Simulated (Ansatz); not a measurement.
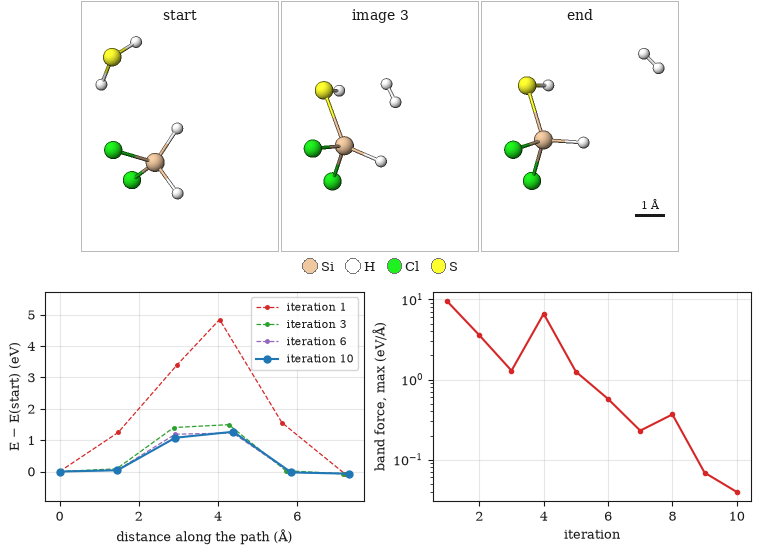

A nudged-elastic-band calculation for SiH$_{4}$SCl$_{2}$, made up of SiH$_{2}$Cl$_{2}$ and H₂S. Images are numbered from 0 (start) to 5 (end). The plot follows the band through its iterations. The picture is a ball-and-stick view, seen from a free direction.

Theory: Ansatz, RHF/6-31G*. Settings: 4 movable images; no climbing image; force threshold 0.05 eV/Å; iteration limit 60; starting path through a guess of the saddle point.

> Judge this run.

The run is converged, with reservations. The band converged in 10 iterations. The largest component of the band force went from 9.5 to 0.04 eV/Å. No image climbed, so the highest image needn't lie on the saddle point, and the true maximum along this path can be higher. The first iteration put the highest image at 4.85 eV. Forward barrier 1.27 eV, backward barrier 1.34 eV, with image 3 at the top; the reaction energy is −0.07 eV.

Limits of the set-up: the start holds two separate molecules, 3.8 Å apart at their closest, whose relative position is a soft coordinate and is computed without a dispersion correction; Hartree-Fock leaves out electron correlation.

Cost: 57 s on 1 thread of Intel(R) Xeon(R) 6975P-C (Granite Rapids), with other jobs on the host, peak memory 0.19 GiB.
